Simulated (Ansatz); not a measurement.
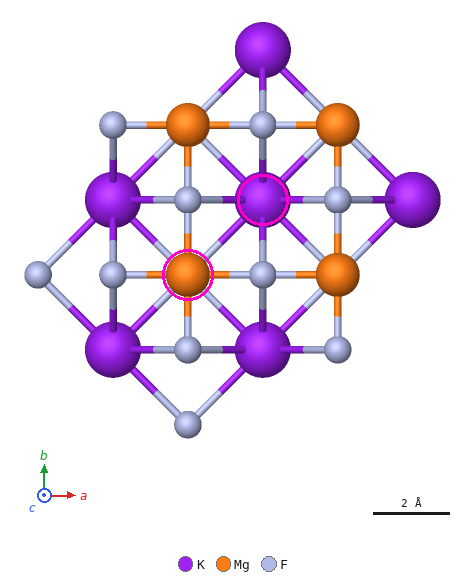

Perfect KMgF3. The picture is a ball-and-stick view of the atoms within 5.4 Å of one point, in a slice 4.2 Å thick across the line of sight, seen along the c axis.

These are results of Ansatz 0.2.0, DFT, PBEsol, PAW, plane waves, not measurements. (plane-wave cutoff 420 eV; k-point mesh 1 × 1 × 1; mesh shifted by (0.25, 0.25, 0.25); no spin polarisation) Fermi-Dirac smearing of 0.01 eV. The axes drawn are those of the host's conventional cell.

A potassium atom is taken out (a vacancy) and a fluorine atom is taken out (a vacancy), the two sites 2.8 Å apart at the ringed places, in charge state 0. The supercell has 40 sites, and the atoms are relaxed at the host's cell.

Predict the relaxed surroundings of the defect.

Answer. Around the empty K site the host had 12 F at 2.82 Å; after relaxation the nearest atoms are 11 F at 2.86 to 2.92 Å, 6 Mg at 3.40 to 3.42 Å. Around the empty F site the host had 2 Mg at 2.00 Å; after relaxation the nearest atoms are 2 Mg at 2.11 to 2.13 Å. Of the host's atoms, a fluorine atom moves furthest from its site, by 0.20 Å.

The relaxed defect, seen from the same direction:

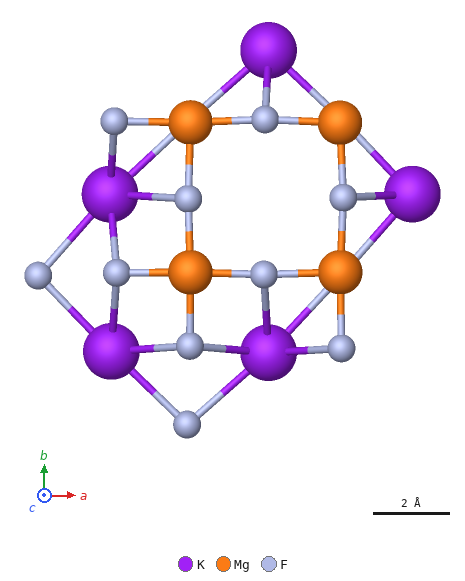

Limits of the set-up: the periodic images lie only 8.0 Å apart, so the values are limited by the cell's size.
